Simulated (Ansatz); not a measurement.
## Run report: CH$_{4}$Zn, single-point calculation

The run: single-point calculation of CH$_{4}$Zn. Method and program: RKS PBE0-D4/def2-TZVPP (Ansatz 0.2.0).

The geometry comes from this level: PBE0-D4/def2-TZVP.

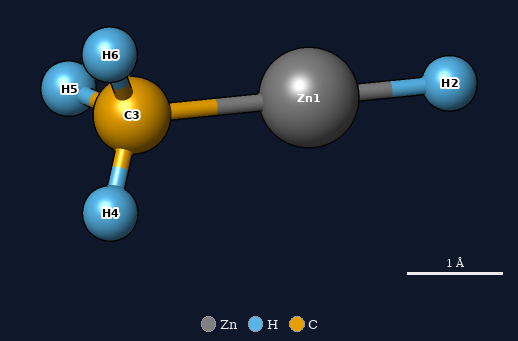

The structure (ball-and-stick view, seen at a tilt; atoms are numbered from 1 in the order of the input). Sticks mark near contacts. Bond lengths as drawn: C–H 1.09 Å, C–Zn 1.94 Å and H–Zn 1.54 Å.

**Input**
```yaml
crystal:
  periodic: [false, false, false]
  atoms:
    - {symbol: Zn, position_ang: [-0.174765, 0.465081, -1.074010]}
    - {symbol: H, position_ang: [-0.056255, -0.217446, -2.454272]}
    - {symbol: C, position_ang: [-0.323813, 1.323925, 0.660486]}
    - {symbol: H, position_ang: [-1.089034, 0.841187, 1.274159]}
    - {symbol: H, position_ang: [-0.595341, 2.377650, 0.554922]}
    - {symbol: H, position_ang: [0.622307, 1.275362, 1.206098]}
basis:
  gaussian: {orbitals: def2-TZVPP}
hamiltonian: {xc: pbe0, dispersion: d4}
output: {orbitals: {seedname: orbitals}}
```

Launch command:
```bash
ansatz run in.yaml --threads 4 --pin off --events-out ev --progress --plain --max-ram 9574MiB
```

**Log**
```
Functional definition: PBE0
  name "PBE0"
  cite "Adamo & Barone, J. Chem. Phys. 110, 6158 (1999) doi:10.1063/1.478522"
  cite "Perdew, Burke & Ernzerhof, Phys. Rev. Lett. 77, 3865 (1996) doi:10.1103/PhysRevLett.77.3865"
  parent pbe
  parameter a = 0.25
  parameter kappa = 0.804
  parameter beta = 0.06672455060314922
  exchange = (1 - a)*pbe_x(kappa = kappa, mu = beta*pi^2/3) + a*exact_x
  correlation = pbe_c(beta = beta)
1000 factors; their error is unknown
mean field evaluation 1: about -49506.5568 eV, gradient 6.2e1 eV
mean field evaluation 2: about -49498.9567 eV, gradient 9.5e1 eV
mean field evaluation 4: about -49513.6924 eV, gradient 5.9e0 eV
mean field evaluation 8: about -49513.8283 eV, gradient 5.2e-2 eV
mean field -49513.82832839 eV, -1819.5996293902 hartree, gradient 4.4e-5 eV, S^2 0.000000; 0 other end points of the search recorded, 0 dependent functions left out
reference -49513.82835926 eV, -1819.5996305245 hartree; 20, 20 occupied and 131, 131 virtual orbitals, 1000 factors
Total energy: -49513.88356806 eV, -1819.6016594106 hartree
```

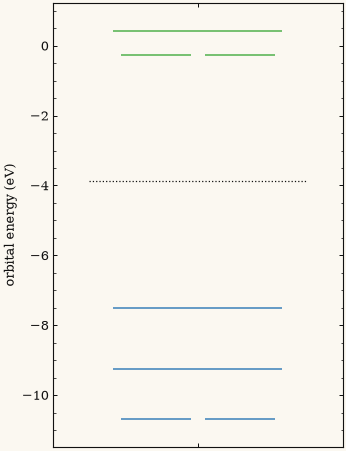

Orbital energies near the frontier; the dotted line parts filled from empty levels, and levels within 0.02 eV of each other stand side by side. Highest filled −7.51 eV, lowest empty −0.26 eV, 7.25 eV apart.

**Results in brief**

| quantity | value |
| --- | --- |
| outcome | converged |
| total energy | −49513.8836 eV |
| mean-field energy | −49513.8284 eV |
| dispersion energy | −0.0552 eV |
| SCF solution under orbital rotations | stable |
| HOMO | −7.51 eV |
| LUMO | −0.26 eV |
| hardware | 4 threads of Arm Neoverse V2, 23 GiB of memory available, shared host |
| wall time | 1 s (CPU time 3.4 s) |
| peak memory | 0.45 GiB |
